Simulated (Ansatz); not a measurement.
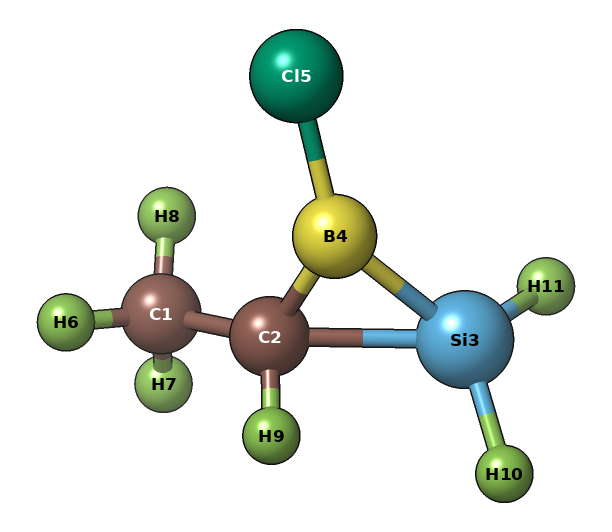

The computed structure is the end point of a PBE0-D4/def2-TZVP optimisation. No frequency run is at hand to confirm it as a minimum.

### Describe the coordination of atom 1.

C1 has 4 neighbours (C2 at 1.51, H6 at 1.09, H7 at 1.09, H8 at 1.09 Å); the arrangement is tetrahedral.

### Which bond is the longest?

C2–Si3, 2.002 Å.

### What is the dihedral angle C1–C2–B4–Si3?

132° in size, that is anticlinal.
